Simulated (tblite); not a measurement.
**Geometry relaxation, with input and output: C5H11ClGe2**

System: C5H11ClGe2.
Method: GFN2-xTB geometry optimisation, gas phase (tblite 0.8.0).

It belongs to a series of runs on one base structure; here: constitutional isomer.

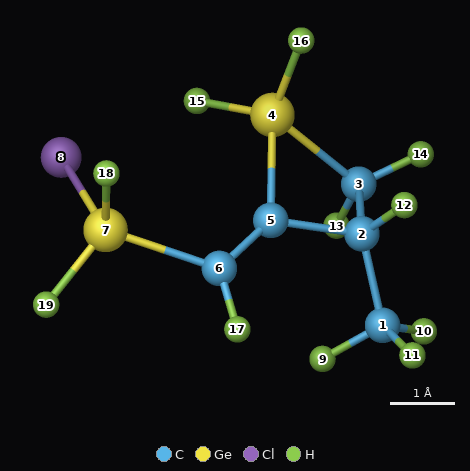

*The structure as given in the input (ball-and-stick view, seen at a tilt; atoms are numbered from 1 in the order of the input). Sticks mark near contacts.*

Bond lengths as drawn: Cl–Ge 2.15 Å, C–C 1.31 to 1.53 Å, C–Ge 1.91 to 1.92 Å, C–H 1.09 to 1.12 Å and Ge–H 1.53 to 1.57 Å.

### Summary

- outcome: converged
- total energy: −672.0924 eV
- hardware: 1 CPU thread, shared host
- wall time: 2.3 s
- peak memory: 0.18 GiB

### Input file
```
{"job": {"kind": "relax", "xc": "GFN2-xTB", "basis": "xTB"}, "charge": 0, "multiplicity": 1}
C     -1.811900     1.318200    -0.688500
C     -1.336400     0.161500     0.140400
C     -1.592900    -1.179800    -0.539400
Ge     0.009600    -1.829400     0.293800
C      0.172900     0.068200     0.191800
C      1.087500     0.998300     0.139700
Ge     2.938400     0.479600     0.207200
Cl     3.229500    -1.416600    -0.769300
H     -1.012900     1.556800    -1.438200
H     -2.694300     0.992800    -1.300700
H     -2.055600     2.213500    -0.083400
H     -1.744100     0.206900     1.161900
H     -1.521300    -1.051900    -1.619700
H     -2.546400    -1.587000    -0.167400
H      0.914200    -2.592300    -0.677800
H     -0.099200    -2.347900     1.745300
H      0.863500     2.064900     0.073100
H      3.341900     0.370800     1.718400
H      3.847700     1.582700    -0.379500
```

The first line tells a small driver script what to run in tblite; the rest is the geometry in Å.

Launch command:
```bash
OMP_NUM_THREADS=1 python <driver script> task.json out
```

### What the program printed
```
step      E/eV     max force
  0    -671.29962    2.285
  1    -671.50083    1.033
  2    -671.61306    0.775
  3    -671.67265    0.724
  4    -671.74455    0.570
  5    -671.79172    0.410
  6    -671.81642    0.363
  7    -671.83993    0.407
  8    -671.86147    0.354
  9    -671.87774    0.284
 10    -671.88644    0.245
 11    -671.89281    0.198
 12    -671.89889    0.194
 13    -671.90438    0.190
 14    -671.90857    0.129
 15    -671.91167    0.132
 16    -671.91453    0.129
 17    -671.91748    0.162
 18    -671.92026    0.147
 19    -671.92263    0.130
 20    -671.92481    0.134
 21    -671.92750    0.149
 22    -671.93107    0.173
 23    -671.93464    0.136
 24    -671.93723    0.106
 25    -671.93912    0.090
 26    -671.94103    0.118
 27    -671.94346    0.126
 28    -671.94617    0.116
 29    -671.94845    0.128
 30    -671.95025    0.109
 31    -671.95217    0.140
 32    -671.95472    0.141
 33    -671.95803    0.139
 34    -671.96146    0.145
 35    -671.96411    0.135
 36    -671.96605    0.117
 37    -671.96691    0.134
 38    -671.96853    0.102
 39    -671.96963    0.070
 40    -671.97150    0.094
 41    -671.97269    0.122
 42    -671.97431    0.116
 43    -671.97559    0.080
 44    -671.97653    0.065
 45    -671.97709    0.054
 46    -671.97774    0.054
 47    -671.97845    0.064
 48    -671.97921    0.059
 49    -671.97991    0.060
 50    -671.98061    0.064
 51    -671.98140    0.087
 52    -671.98236    0.106
 53    -671.98333    0.087
 54    -671.98416    0.066
 55    -671.98470    0.054
 56    -671.98519    0.071
 57    -671.98576    0.074
 58    -671.98638    0.055
 59    -671.98697    0.065
 60    -671.98758    0.080
 61    -671.98830    0.091
 62    -671.98914    0.079
 63    -671.99006    0.066
 64    -671.99116    0.091
 65    -671.99263    0.111
 66    -671.99476    0.132
 67    -671.99767    0.174
 68    -672.00183    0.195
 69    -672.00802    0.187
 70    -672.01890    0.267
 71    -672.02587    0.213
 72    -672.02726    0.385
 73    -672.03474    0.203
 74    -672.04169    0.114
 75    -672.04556    0.120
 76    -672.05411    0.146
 77    -672.05641    0.126
 78    -672.06200    0.165
 79    -672.06655    0.168
 80    -672.06925    0.117
 81    -672.07147    0.105
 82    -672.07343    0.086
 83    -672.07544    0.101
 84    -672.07728    0.117
 85    -672.07889    0.120
 86    -672.08003    0.079
 87    -672.08077    0.049
 88    -672.08145    0.066
 89    -672.08221    0.087
 90    -672.08304    0.085
 91    -672.08387    0.069
 92    -672.08461    0.070
 93    -672.08529    0.073
 94    -672.08612    0.090
 95    -672.08706    0.076
 96    -672.08780    0.051
 97    -672.08819    0.037
 98    -672.08845    0.034
 99    -672.08873    0.049
100    -672.08903    0.049
101    -672.08930    0.041
102    -672.08951    0.049
103    -672.08970    0.037
104    -672.08987    0.036
105    -672.09001    0.033
106    -672.09011    0.023
107    -672.09023    0.029
108    -672.09040    0.040
109    -672.09065    0.046
110    -672.09092    0.038
111    -672.09115    0.035
112    -672.09128    0.036
113    -672.09138    0.031
114    -672.09148    0.024
115    -672.09158    0.017
116    -672.09167    0.019
117    -672.09174    0.017
118    -672.09181    0.019
119    -672.09189    0.017
120    -672.09196    0.013
121    -672.09201    0.012
122    -672.09203    0.010
123    -672.09205    0.011
124    -672.09208    0.014
125    -672.09213    0.021
126    -672.09219    0.027
127    -672.09226    0.024
128    -672.09231    0.012
129    -672.09233    0.010
130    -672.09235    0.010
```

### Trajectory as extended XYZ (Å, eV, eV/Å), 6 of the 131 frames kept, from step=0 to step=130
```
19
Properties=species:S:1:pos:R:3:forces:R:3 step=0 energy=-671.29962
C    -1.8119    1.3182   -0.6885   -0.4990   0.6840  -1.2070
C    -1.3364    0.1615    0.1404    0.3240   0.8540  -0.2410
C    -1.5929   -1.1798   -0.5394   -1.5230  -0.2570   0.8510
Ge    0.0096   -1.8294    0.2938    1.4850  -1.7270  -0.1860
C     0.1729    0.0682    0.1918   -0.8230   0.0240   1.0540
C     1.0875    0.9983    0.1397    0.5580   0.8330  -0.2060
Ge    2.9384    0.4796    0.2072    0.8160   0.0660   0.4170
Cl    3.2295   -1.4166   -0.7693    0.2230   0.7350   0.3030
H    -1.0129    1.5568   -1.4382   -0.6880   0.0910   0.6420
H    -2.6943    0.9928   -1.3007    0.4840   0.5520   0.7130
H    -2.0556    2.2135   -0.0834    0.1290  -0.4860  -0.5350
H    -1.7441    0.2069    1.1619    0.0580  -0.1320  -0.2380
H    -1.5213   -1.0519   -1.6197   -0.2630  -0.3140   0.1800
H    -2.5464   -1.5870   -0.1674    0.0550   0.0270  -0.8670
H     0.9142   -2.5923   -0.6778   -0.2970  -0.2810   0.5410
H    -0.0992   -2.3479    1.7453    0.0690   0.0600  -0.5770
H     0.8635    2.0649    0.0731   -0.0920  -0.2380  -0.0970
H     3.3419    0.3708    1.7184    0.0550  -0.1450  -0.5440
H     3.8477    1.5827   -0.3795   -0.0710  -0.3440  -0.0020
19
Properties=species:S:1:pos:R:3:forces:R:3 step=26 energy=-671.94103
C    -1.8250    1.3828   -0.7519    0.0380  -0.0680   0.0250
C    -1.3272    0.1935    0.0647   -0.0420  -0.0400   0.0130
C    -1.6846   -1.2024   -0.4962    0.0440   0.0220   0.0020
Ge    0.0185   -1.9399    0.2386   -0.0170   0.0560   0.0570
C     0.1726    0.0354    0.2309   -0.0460  -0.0170  -0.0490
C     1.1168    0.9640    0.1949   -0.0480  -0.0300  -0.0370
Ge    3.0217    0.5867    0.3100    0.0810  -0.0080   0.0860
Cl    3.3662   -1.2292   -0.6983    0.0370   0.0320   0.0270
H    -1.1558    1.5955   -1.5831    0.0260  -0.0700  -0.0150
H    -2.8099    1.1574   -1.1580   -0.0050   0.0520   0.0580
H    -1.8991    2.2762   -0.1334    0.0210  -0.0250  -0.0430
H    -1.7494    0.2609    1.0749   -0.0130   0.0210   0.0000
H    -1.6512   -1.2031   -1.5867   -0.0220   0.0560   0.0220
H    -2.6608   -1.5720   -0.1867    0.0550   0.0240  -0.0070
H     0.8596   -2.8767   -0.5845    0.0000   0.0010  -0.0120
H    -0.0729   -2.5127    1.6393    0.0050   0.0240  -0.0730
H     0.8515    2.0074    0.0606   -0.0680   0.0180   0.0320
H     3.5647    0.4123    1.7189   -0.0280  -0.0100  -0.0510
H     3.8543    1.6729   -0.3461   -0.0180  -0.0380  -0.0360
19
Properties=species:S:1:pos:R:3:forces:R:3 step=52 energy=-671.98236
C    -1.7770    1.3576   -0.7785    0.0190  -0.0300   0.0190
C    -1.3399    0.1809    0.0807    0.0120  -0.0240  -0.0150
C    -1.7102   -1.2061   -0.4867   -0.0570   0.0350  -0.0120
Ge    0.0116   -1.9634    0.1710    0.0150   0.0820   0.0660
C     0.1613    0.0094    0.2365   -0.0090  -0.0210   0.0240
C     1.0960    0.9485    0.2487   -0.0580  -0.0290   0.0000
Ge    3.0132    0.6223    0.3428   -0.0180   0.0260   0.0640
Cl    3.4303   -1.2130   -0.5875   -0.0060  -0.0360   0.0230
H    -1.2883    1.3123   -1.7493    0.0160   0.0130  -0.0210
H    -2.8539    1.3399   -0.9316   -0.0110  -0.0240   0.0210
H    -1.5150    2.2972   -0.2985   -0.0040   0.0400  -0.0120
H    -1.7783    0.2910    1.0808    0.0420  -0.0130  -0.0340
H    -1.7320   -1.1718   -1.5757    0.0100   0.0020  -0.0250
H    -2.6719   -1.5832   -0.1497   -0.0080  -0.0300   0.0370
H     0.8570   -2.8570   -0.6941   -0.0070  -0.0070  -0.0350
H    -0.0616   -2.5906    1.5467    0.0260   0.0180  -0.0480
H     0.8020    1.9923    0.1890    0.0050  -0.0010  -0.0080
H     3.5615    0.5453    1.7560    0.0140  -0.0040  -0.0440
H     3.7854    1.6978   -0.3928    0.0180   0.0010  -0.0020
19
Properties=species:S:1:pos:R:3:forces:R:3 step=78 energy=-672.06200
C    -1.8153    1.3191   -0.8524   -0.0590  -0.0730   0.0440
C    -1.3321    0.2127    0.0712    0.0160  -0.0420  -0.0280
C    -1.7264   -1.2059   -0.3900   -0.0180   0.0120  -0.0270
Ge    0.1248   -1.8849   -0.0591    0.0520  -0.0370  -0.0030
C     0.1765    0.0836    0.1492   -0.0370  -0.0880   0.0270
C     1.0913    1.0253    0.3204    0.0100   0.0070   0.0240
Ge    2.9820    0.6169    0.4838    0.0520  -0.0400  -0.0540
Cl    3.1230   -1.4618    0.1348    0.0190   0.0050  -0.0070
H    -1.4859    1.1239   -1.8684    0.1380   0.0520  -0.0730
H    -2.9006    1.3639   -0.8652   -0.0810   0.0260   0.0860
H    -1.4241    2.2755   -0.5211   -0.0180   0.1200  -0.0540
H    -1.7051    0.3964    1.0862   -0.0060   0.0190  -0.0490
H    -1.9290   -1.2061   -1.4629   -0.0320  -0.0050   0.0210
H    -2.6069   -1.6095    0.1021    0.0250   0.0000   0.0630
H     0.7234   -2.6212   -1.2287    0.0540   0.0270  -0.0450
H     0.4332   -2.6768    1.1843   -0.0730  -0.0330   0.0370
H     0.8166    2.0707    0.3983   -0.0850   0.0350   0.0190
H     3.5911    0.8483    1.8462   -0.0020   0.0480   0.0560
H     3.8537    1.3392   -0.5211    0.0420  -0.0310  -0.0360
19
Properties=species:S:1:pos:R:3:forces:R:3 step=104 energy=-672.08987
C    -1.8101    1.3154   -0.8704    0.0010  -0.0330   0.0120
C    -1.3278    0.2186    0.0699   -0.0040  -0.0110   0.0040
C    -1.7348   -1.2069   -0.3701   -0.0030   0.0180  -0.0020
Ge    0.1386   -1.8748   -0.1359    0.0030  -0.0050  -0.0140
C     0.1799    0.0813    0.1548   -0.0050  -0.0140   0.0120
C     1.0921    1.0246    0.3397    0.0030  -0.0020  -0.0010
Ge    2.9891    0.6145    0.4950   -0.0020  -0.0030   0.0030
Cl    3.1078   -1.4889    0.3375    0.0040   0.0000   0.0030
H    -1.4346    1.1343   -1.8753    0.0210   0.0160  -0.0240
H    -2.8978    1.3301   -0.9040   -0.0030  -0.0080   0.0000
H    -1.4643    2.2926   -0.5409    0.0130   0.0040   0.0100
H    -1.7091    0.4249    1.0762    0.0000   0.0160  -0.0030
H    -2.0798   -1.2152   -1.4036    0.0090  -0.0030   0.0100
H    -2.5275   -1.6344    0.2401   -0.0040   0.0090  -0.0110
H     0.8044   -2.4835   -1.3453   -0.0210   0.0070  -0.0010
H     0.3835   -2.7695    1.0508    0.0050  -0.0080   0.0100
H     0.7999    2.0645    0.4425   -0.0120   0.0010   0.0070
H     3.5991    0.9896    1.8308    0.0020   0.0100  -0.0040
H     3.8816    1.1922   -0.5840   -0.0050   0.0070  -0.0110
19
Properties=species:S:1:pos:R:3:forces:R:3 step=130 energy=-672.09235
C    -1.7838    1.3128   -0.8710   -0.0020  -0.0040   0.0030
C    -1.3321    0.2145    0.0820    0.0000   0.0000   0.0010
C    -1.7427   -1.2067   -0.3648    0.0010   0.0020   0.0000
Ge    0.1283   -1.8827   -0.1295    0.0020  -0.0020   0.0010
C     0.1732    0.0695    0.1811   -0.0010   0.0000   0.0000
C     1.0824    1.0169    0.3607    0.0030  -0.0010   0.0000
Ge    2.9839    0.6216    0.4850   -0.0050  -0.0040   0.0000
Cl    3.1086   -1.4832    0.3513    0.0020   0.0030   0.0040
H    -1.3489    1.1543   -1.8563    0.0000   0.0030  -0.0050
H    -2.8680    1.3068   -0.9631   -0.0060   0.0060  -0.0020
H    -1.4742    2.2911   -0.5093    0.0000   0.0070  -0.0040
H    -1.7301    0.4290    1.0797    0.0030   0.0050   0.0010
H    -2.0798   -1.2101   -1.4007    0.0040  -0.0020  -0.0010
H    -2.5434   -1.6296    0.2377    0.0030  -0.0090  -0.0010
H     0.7874   -2.4694   -1.3525   -0.0010   0.0010  -0.0020
H     0.3821   -2.7969    1.0412   -0.0030   0.0000   0.0040
H     0.7814    2.0545    0.4638    0.0030  -0.0020   0.0080
H     3.6227    1.0270    1.7985    0.0020  -0.0030  -0.0040
H     3.8432    1.1902   -0.6262   -0.0040   0.0030  -0.0030
```

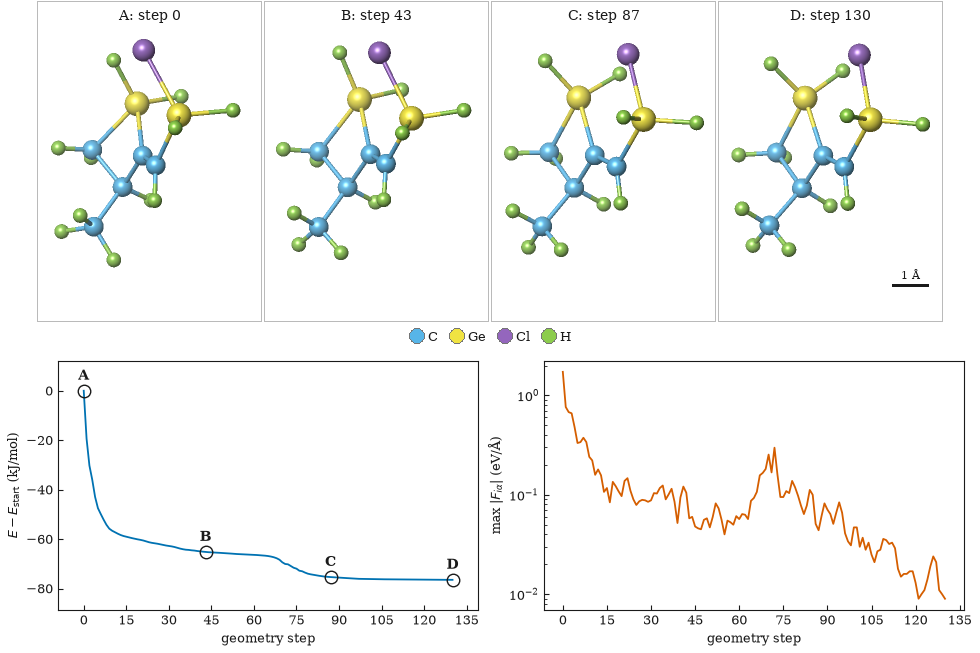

*Frames of the relaxation (ball-and-stick view, seen at an oblique angle) above the curves, on which the letters mark them (steps are counted from 0).*

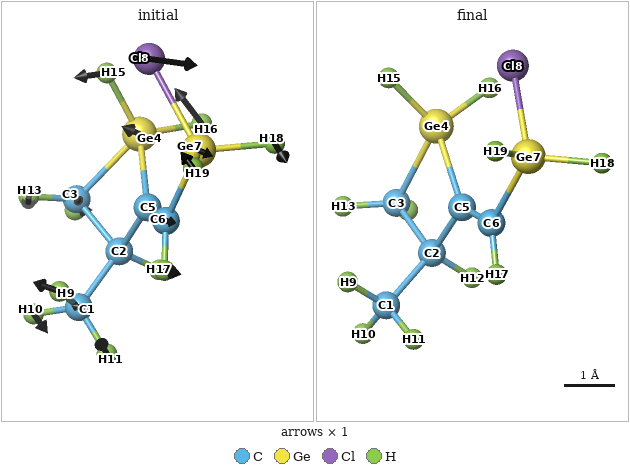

*Before (left) and after (right) the relaxation, at one scale (ball-and-stick view, seen at an oblique angle). The black arrows give the displacements, at true length.*

After 130 geometry steps the energy has fallen by 76.5 kJ/mol. Largest force component: 1.7 eV/Å at the start, 0.009 eV/Å at the end. Cl8 moves most after the best rigid fit: 1.12 Å. Largest moves by element: Cl 1.12 Å, H 0.98 Å, Ge 0.46 Å, C 0.23 Å. Distances before and after: C3–Ge4 1.919 → 2.003 Å, Ge4–C5 1.907 → 1.977 Å, Ge7–H18 1.568 → 1.516 Å, Ge7–Cl8 2.153 → 2.113 Å. Among the angles that change: H15–Ge4–H16 118.1° → 108.7°, H13–C3–H14 115.8° → 107.3°, C6–Ge7–H18 107.5° → 114.4°. (Atoms are counted from 1 in the order of the input.)
